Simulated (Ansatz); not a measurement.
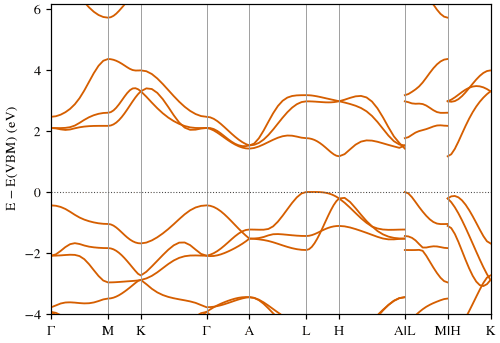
*Band structure from r²SCAN+D4 (plane waves, PAW; program Ansatz)*

Q: Read off the gap and where the band edges lie.

A: About 1.2 eV (1.17 eV by a search for the band edges); maximum on the L–H line, 25 % of the way from L, minimum at H.

The material is Se (trigonal Se type, P3_121).

The r²SCAN+D4 relaxation kept the symmetry of its start. Spin–orbit coupling is left out wherever it is not named.

Potentials: the earlier of the program's two PAW sets.
